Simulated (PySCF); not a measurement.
**C6H13NSi2: density, localisation and related maps**

```yaml
atoms:
  - { symbol: C, position_ang: [2.9687, 1.8135, 1.4471] }
  - { symbol: Si, position_ang: [1.4896, 0.7294, 1.9347] }
  - { symbol: C, position_ang: [0.7608, -0.0837, 0.3777] }
  - { symbol: Si, position_ang: [-0.6262, -1.3370, 0.6968] }
  - { symbol: C, position_ang: [-1.2335, -2.0339, -0.9522] }
  - { symbol: C, position_ang: [-1.9496, -1.3999, -1.8701] }
  - { symbol: C, position_ang: [-2.4296, 0.0206, -1.7332] }
  - { symbol: C, position_ang: [-1.4960, 0.9026, -2.3879] }
  - { symbol: N, position_ang: [-0.7392, 1.5839, -2.9078] }
  - { symbol: H, position_ang: [2.6753, 2.5951, 0.7520] }
  - { symbol: H, position_ang: [3.7495, 1.2278, 0.9698] }
  - { symbol: H, position_ang: [3.4060, 2.2951, 2.3164] }
  - { symbol: H, position_ang: [0.4627, 1.5506, 2.5911] }
  - { symbol: H, position_ang: [1.9297, -0.3121, 2.8729] }
  - { symbol: H, position_ang: [1.5619, -0.5870, -0.1660] }
  - { symbol: H, position_ang: [0.3992, 0.6967, -0.2936] }
  - { symbol: H, position_ang: [-1.7459, -0.7054, 1.4141] }
  - { symbol: H, position_ang: [-0.1390, -2.4662, 1.4947] }
  - { symbol: H, position_ang: [-0.9400, -3.0509, -1.1803] }
  - { symbol: H, position_ang: [-2.2127, -1.8748, -2.8089] }
  - { symbol: H, position_ang: [-3.4097, 0.1458, -2.2025] }
  - { symbol: H, position_ang: [-2.4924, 0.3090, -0.6814] }
```

Geometry: GFN2-xTB.

Computed with PBE0/pcSseg-1, SCF density, gas phase, non-relativistic in PySCF.

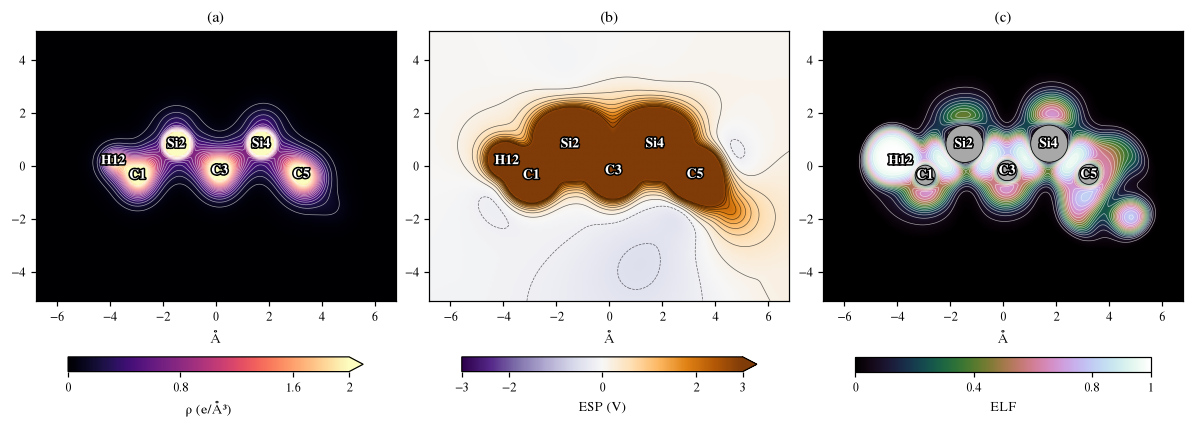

Figure 1. (a) electron density; (b) electrostatic potential; (c) ELF on the plane of atoms Si2, C1 and H12. Grey discs cover the atomic cores in the ELF map.

Q: Describe what can be read from this map.

A: The section cuts through C, Si and H sites. C–Si (1.89 Å): the density is about 0.92 e/Å³ at the midpoint; the ELF peaks at about 0.95 between the atoms (a covalent bond). C–H (1.09 Å): the density is about 1.9 e/Å³ at the midpoint; the ELF climbs to about 1 towards the hydrogen, as it does in any bond to H; an ordinary covalent bond to hydrogen. Outside the dense part of the molecule the potential is most negative (−0.5 V) near N9, which lies off the plane.

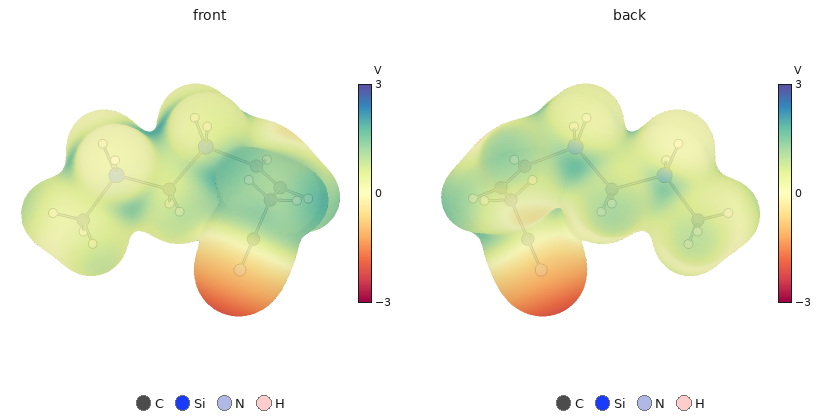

Figure 2. The electrostatic potential painted on the density surface at 0.004 e/bohr³, seen from the front and from behind; the colour scale runs from red (negative) to blue (positive).

Q: Where is the surface potential most negative and most positive?

A: The most negative region (about −2.0 V) lies over N9, the most positive (about +1.9 V) over Si2, Si4 and H21. N9 is the likeliest acceptor of a hydrogen bond.

Q: How polar is the molecule by this calculation?

A: Its dipole moment is 2.60 D.
